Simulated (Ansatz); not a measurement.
Species, as SMILES: [SiH]Br (SiH-Br) (closed-shell singlet).
Geometry (B3LYP-D3(BJ)/def2-TZVP, fixed):
```xyz
3

Si    -0.8792    -0.7820     1.0617
H     -1.8991    -1.2190     0.0169
Br     0.4059     0.3476    -0.4252
```

Basis-set convergence of the dipole moment at PBE0 with Ansatz (an electronic-structure program). Dipoles come from the density behind the forces; the sign is taken along the dipole that this method gives in the largest set. Cartesian d functions, on some or all atoms, in 3-21G, 6-31G, 6-31G**; all else is spherical. The program fits the integrals of some runs and decomposes those of others, by size. No added dispersion term, no relativity. Reference: the value in aug-pcseg-3, 1.128 D, itself unsure by roughly 0.001 D (its mean distance from aug-cc-pV(Q+d)Z, def2-QZVPPD). Deviations are taken from unrounded values.

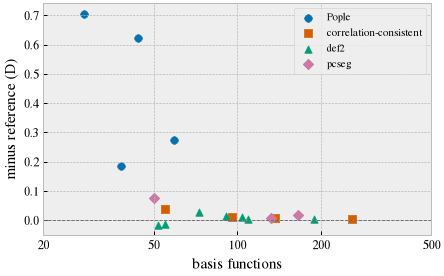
Deviation from the reference against the number of basis functions, by family of sets.

```tsv
basis	functions	dipole moment (D)	minus reference (D)
STO-3G	28	1.834	0.706
3-21G	38	1.311	0.184
6-31G	44	1.751	0.624
pcseg-1	50	1.204	0.076
def2-SV(P)	52	1.112	-0.016
cc-pV(D+d)Z	55	1.166	0.038
def2-SVP	55	1.116	-0.012
6-31G**	59	1.403	0.275
def2-SVPD	73	1.156	0.028
def2-TZVP	91	1.141	0.013
cc-pV(T+d)Z	96	1.140	0.012
def2-TZVPP	104	1.139	0.012
def2-TZVPD	109	1.132	0.004
aug-pcseg-2	132	1.134	0.006
aug-cc-pV(T+d)Z	137	1.133	0.006
pcseg-3	165	1.145	0.018
def2-QZVPP	189	1.130	0.002
cc-pV(5+d)Z	259	1.131	0.003
```
